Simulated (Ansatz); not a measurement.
```xyz
6

C     0.0072   -1.4515    1.4069
Ge   -1.3424    0.0586    0.4956
N     0.2598   -2.3198    2.1553
H    -0.3630    1.2704    0.6791
H    -2.7837    0.8909    0.2923
H    -1.0782   -0.3750   -0.9888
```

Geometry: B3LYP-D3(BJ)/def2-SVPD; the highest occupied orbital lies above zero, a sign that basis and functional describe the outermost electron poorly.

Theory: isolated molecule in a Gaussian basis; Kohn-Sham density functional theory, functional PBE0 in Ansatz 0.2.0.

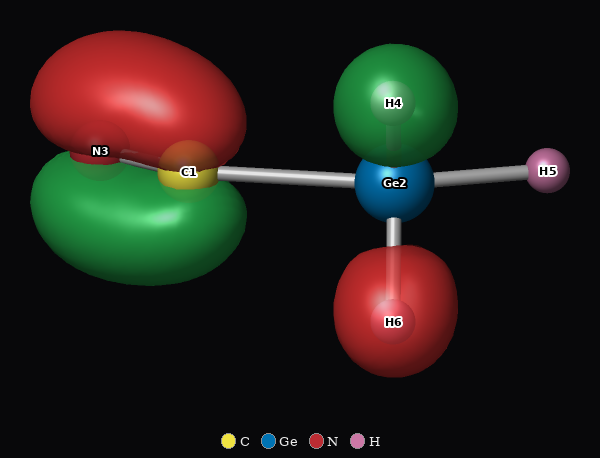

CH₃GeN (charge −1, doublet). The HOMO−1 (β) at ±0.15 Å⁻³ᐟ² (green and red are the two phases), seen at a tilt.

**What is the character of this orbital?**

By Hirshfeld shares it lies mainly on N3 (about 45 %), C1 (about 30 %), Ge2 (about 10 %), H4 (about 10 %) and H6 (about 10 %); π-bonding across N3–C1. Its energy is −3.91 eV.
